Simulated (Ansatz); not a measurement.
AlCl₃H₂O

Input

```
crystal:
  periodic: [false, false, false]
  atoms:
    - { symbol: Al, position_ang: [-0.055094, -0.235264, -0.012394] }
    - { symbol: O, position_ang: [-0.036652, -0.260325, 1.738793] }
    - { symbol: H, position_ang: [-0.884065, -0.404233, 2.184574] }
    - { symbol: Cl, position_ang: [1.744585, -0.405652, -1.027113] }
    - { symbol: Cl, position_ang: [-1.881792, -0.170563, -1.011106] }
    - { symbol: Cl, position_ang: [0.501342, 2.913604, 1.21318] }
    - { symbol: H, position_ang: [0.525975, 1.852633, 2.020667] }
basis:
  gaussian: { orbitals: "6-31G*" }
hamiltonian:
  xc: pbe0
  dispersion: d4
relax:
  f_tol: 0.03
  max_steps: 50
output:
  orbitals: {}
```

Command:

```sh
ansatz run input.yaml --threads 2 --pin off --max-ram 3072MiB --backend cpu --events-out ev --progress --plain --runs-dir out
```

The fields are those of the run's last geometry, not of the input's.

Computed with RKS PBE0-D4/6-31G* (Ansatz).

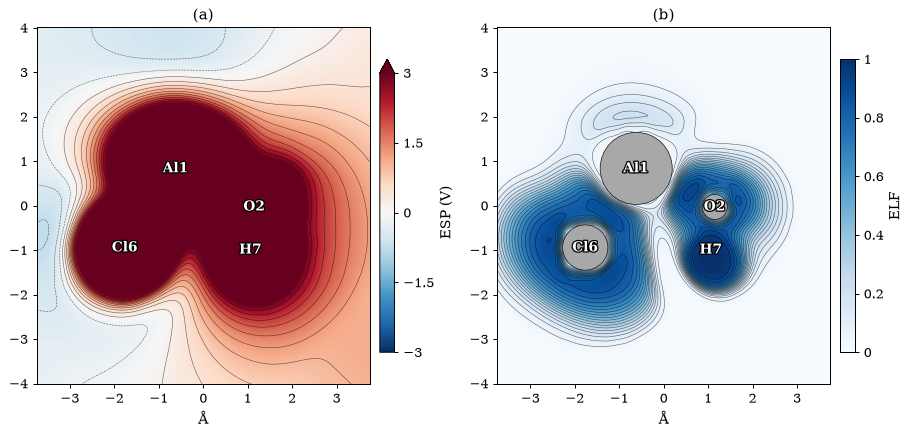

Figure 1. (a) molecular electrostatic potential; (b) ELF on the plane of atoms Al1, O2 and H7. Grey discs cover the atomic cores in the ELF map.

What do the fields say about this system?

Answer. Atoms in the plane: Al, O, Cl and H. Al–O (1.97 Å): the ELF peaks at about 0.90 in the valence shell of O, 0.6 Å from its nucleus, and is about 0.45 at the midpoint. Al–Cl (2.12 Å): the ELF peaks at about 0.90 in the valence shell of Cl, 1.0 Å from its nucleus, and is about 0.80 at the midpoint. O–H (0.97 Å): the ELF climbs to about 1 towards the hydrogen, as it does in any bond to H: a covalent bond by its length. The ELF also peaks beside Cl6, away from the bonds: lone-pair regions. Outside the dense part of the molecule the potential is most negative (−0.7 V) near Cl6.

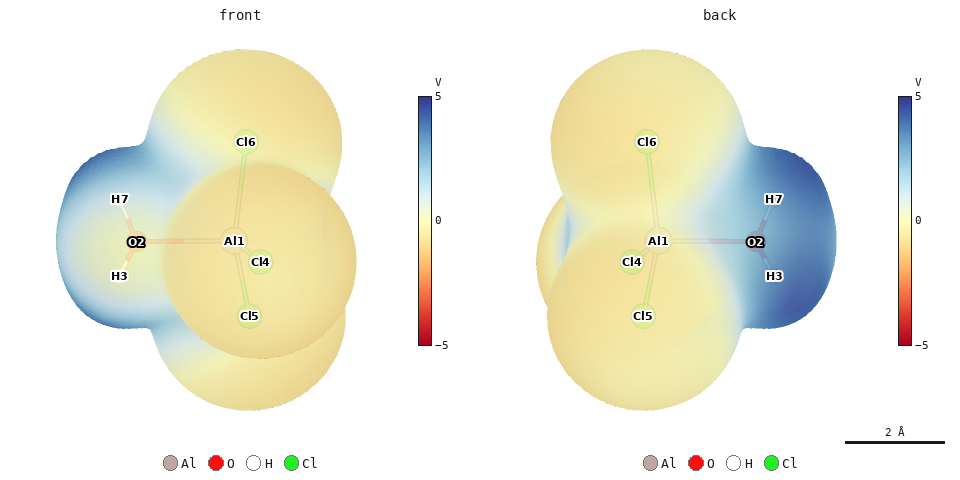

Figure 2. The molecular electrostatic potential painted on the density surface at 0.002 e/bohr³, seen from the front and from behind; red is negative and blue positive.

Where is the surface potential most negative and most positive?

Answer. The most negative region (about −0.8 V, or −18 kcal/mol for a unit charge) lies over Cl4, the most positive (about +4.4 V, or +101 kcal/mol for a unit charge) over H3 and H7.

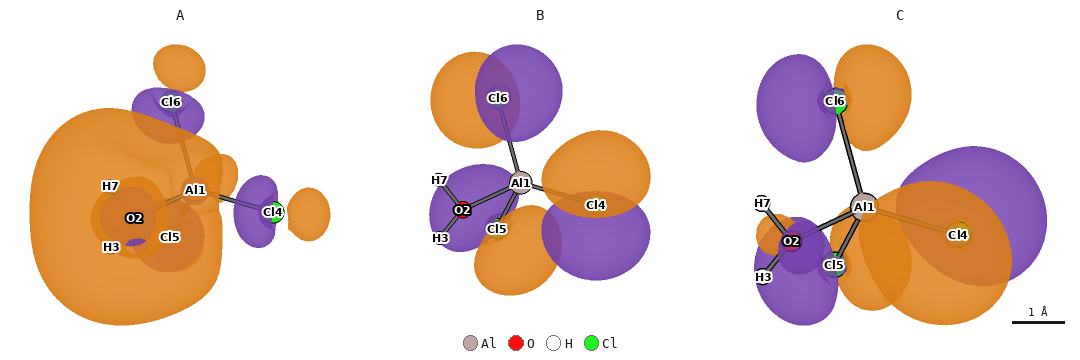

Figure 3. Three frontier orbitals at ±0.06 Å⁻³ᐟ² (orange and purple are the two phases), in no order.

Order the three orbitals by energy and name them.

Answer. C is the HOMO−1 (−9.03 eV). By Hirshfeld shares it lies mainly on Cl4 (about 70 %), Cl5 (about 10 %) and Cl6 (about 10 %); largely a lone pair of Cl4. B is the HOMO (−8.71 eV). By Hirshfeld shares it lies mainly on Cl4 (about 40 %), Cl6 (about 25 %) and Cl5 (about 25 %); largely a combination of lone pairs on Cl4, Cl6 and Cl5. A is the LUMO (−0.60 eV). Its weight (Hirshfeld) is mainly on H3 (about 20 %), H7 (about 20 %), O2 (about 20 %), Al1 (about 20 %), Cl5 (about 5 %) and Cl6 (about 5 %).

What is the HOMO–LUMO gap?

Answer. 8.11 eV between the orbital energies.

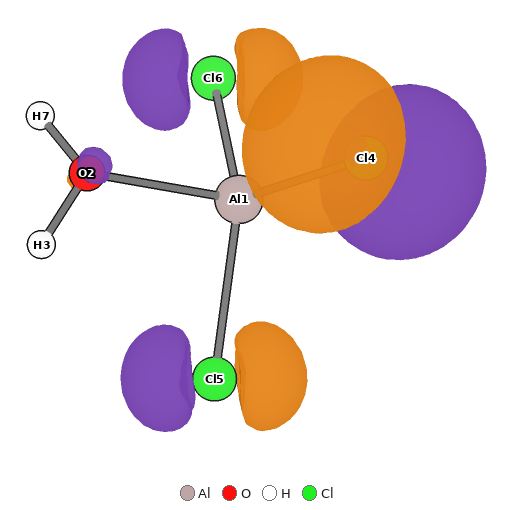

Figure 4. The HOMO−1 at ±0.15 Å⁻³ᐟ² (orange and purple are the two phases), seen at a tilt.

Where does this orbital lie, and at what energy?

Answer. Its weight (Hirshfeld) is mainly on Cl4 (about 70 %), Cl5 (about 10 %) and Cl6 (about 10 %); largely a lone pair of Cl4. Its energy is −9.03 eV.
